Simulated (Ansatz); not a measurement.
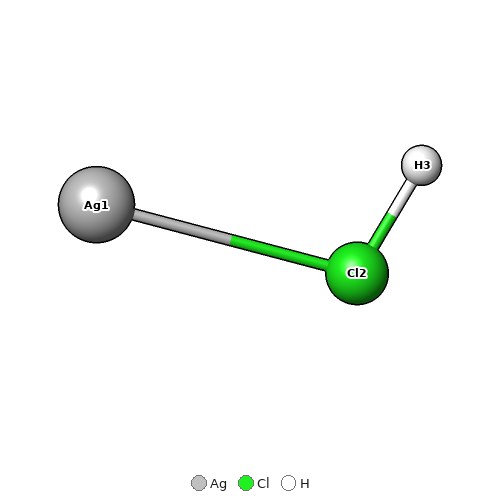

The system is AgClH, charge +1; the picture shows the reference structure. The turn is about an axis along (−0.48, 0.88, −0.00) in the frame of the relaxed pair, normal to the line between the partners. The first coordinate is: distance Cl2···Ag1; the second: turn of Ag1 about Cl2. Grid: 15 × 15 points. Points are written as (first, second). Energies are in kcal/mol, from the ion and the molecule far apart, frozen as in the relaxed pair, each in its own basis (no counterpoise correction). Level of theory: RHF/def2-TZVPD (Ansatz 0.2.0).

Its coordinates:

```yaml
atoms:
  - { symbol: Ag, position_ang: [-1.2664, -0.6936, 1.3613] }
  - { symbol: Cl, position_ang: [0.7867, 0.4309, -0.0682] }
  - { symbol: H, position_ang: [0.4797, 0.2627, -1.2930] }
```

Range: distance Cl2···Ag1 from 2.304 to 3.704 Å; turn of Ag1 about Cl2 from −60.0 to 60.0°.

Q: What landscape does the calculation give?

A: The lowest grid point is at (2.732 Å, 0.0°), −11.3 kcal/mol from the ion and the molecule far apart, frozen as in the relaxed pair, each in its own basis (no counterpoise correction). No other kind of well shows on this grid. The highest grid point, (2.304 Å, −60.0°), lies 40.0 kcal/mol above the lowest. Round the minimum the two coordinates are nearly uncoupled.

| turn of Ag1 about Cl2 ↓, distance Cl2···Ag1 → | 2.304 | 2.339 | 2.396 | 2.466 | 2.546 | 2.635 | 2.732 | 2.834 | 2.944 | 3.058 | 3.178 | 3.303 | 3.432 | 3.566 | 3.704 |
| --- | --- | --- | --- | --- | --- | --- | --- | --- | --- | --- | --- | --- | --- | --- | --- |
| 60.0 | 6.3 | 4.5 | 2.0 | −0.3 | −2.1 | −3.4 | −4.3 | −4.8 | −4.9 | −4.9 | −4.8 | −4.5 | −4.2 | −4.0 | −3.7 |
| 51.4 | 5.1 | 3.3 | 0.8 | −1.4 | −3.2 | −4.5 | −5.3 | −5.6 | −5.7 | −5.6 | −5.4 | −5.1 | −4.7 | −4.4 | −4.0 |
| 42.9 | 3.5 | 1.7 | −0.7 | −2.9 | −4.6 | −5.8 | −6.5 | −6.8 | −6.8 | −6.6 | −6.2 | −5.8 | −5.3 | −4.9 | −4.5 |
| 34.3 | 1.8 | 0.0 | −2.4 | −4.5 | −6.2 | −7.3 | −7.9 | −8.0 | −7.9 | −7.6 | −7.1 | −6.6 | −6.0 | −5.5 | −5.0 |
| 25.7 | 0.1 | −1.7 | −4.0 | −6.1 | −7.7 | −8.7 | −9.2 | −9.2 | −9.0 | −8.5 | −7.9 | −7.3 | −6.6 | −6.0 | −5.4 |
| 17.1 | −1.3 | −3.1 | −5.4 | −7.5 | −9.0 | −9.9 | −10.3 | −10.2 | −9.9 | −9.3 | −8.6 | −7.9 | −7.1 | −6.4 | −5.8 |
| 8.6 | −2.2 | −4.0 | −6.3 | −8.4 | −9.8 | −10.7 | −11.0 | −10.9 | −10.5 | −9.8 | −9.1 | −8.3 | −7.5 | −6.7 | −6.0 |
| 0.0 | −2.5 | −4.3 | −6.7 | −8.7 | −10.2 | −11.0 | −11.3 | −11.1 | −10.7 | −10.0 | −9.2 | −8.3 | −7.5 | −6.7 | −5.9 |
| −8.6 | −2.0 | −3.8 | −6.2 | −8.3 | −9.8 | −10.7 | −11.0 | −10.9 | −10.4 | −9.7 | −8.9 | −8.0 | −7.2 | −6.4 | −5.6 |
| −17.1 | −0.5 | −2.5 | −4.9 | −7.1 | −8.7 | −9.7 | −10.0 | −10.0 | −9.5 | −8.9 | −8.1 | −7.3 | −6.5 | −5.8 | −5.0 |
| −25.7 | 2.0 | 0.0 | −2.7 | −5.0 | −6.8 | −7.9 | −8.4 | −8.4 | −8.1 | −7.6 | −6.9 | −6.2 | −5.5 | −4.8 | −4.1 |
| −34.3 | 5.7 | 3.5 | 0.7 | −1.9 | −3.9 | −5.3 | −6.0 | −6.2 | −6.1 | −5.8 | −5.2 | −4.7 | −4.1 | −3.5 | −2.9 |
| −42.9 | 10.9 | 8.5 | 5.3 | 2.3 | −0.1 | −1.8 | −2.9 | −3.4 | −3.5 | −3.4 | −3.1 | −2.7 | −2.3 | −1.8 | −1.4 |
| −51.4 | 18.1 | 15.3 | 11.5 | 7.9 | 5.0 | 2.7 | 1.1 | 0.2 | −0.4 | −0.6 | −0.5 | −0.4 | −0.2 | 0.1 | 0.3 |
| −60.0 | 28.7 | 25.1 | 20.3 | 15.6 | 11.6 | 8.4 | 6.1 | 4.5 | 3.4 | 2.7 | 2.4 | 2.2 | 2.2 | 2.2 | 2.2 |

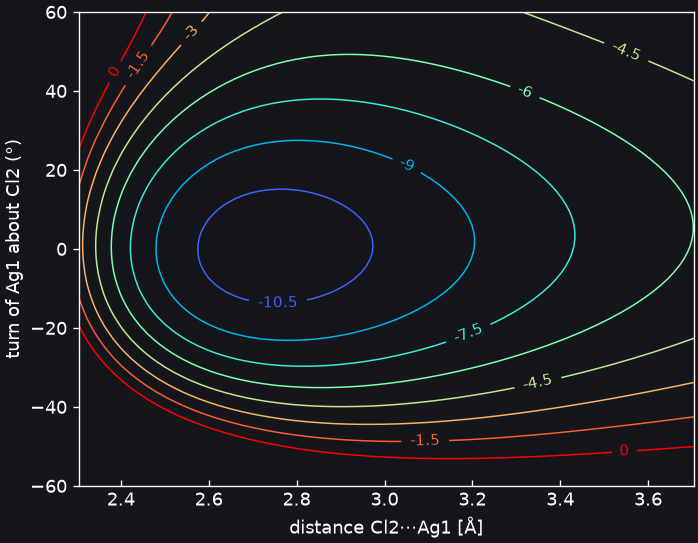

In the figure: contour lines labelled in kcal/mol (none above 0). Between grid points the surface is interpolated.

Each point was launched as `ansatz run input.yaml --threads 1 --pin off --max-ram 2560MiB --backend cpu --events-out ev --progress --plain --runs-dir out`. The whole map (225 points run) took 8.8 min on 1 thread of Arm Neoverse N1 (shared host).
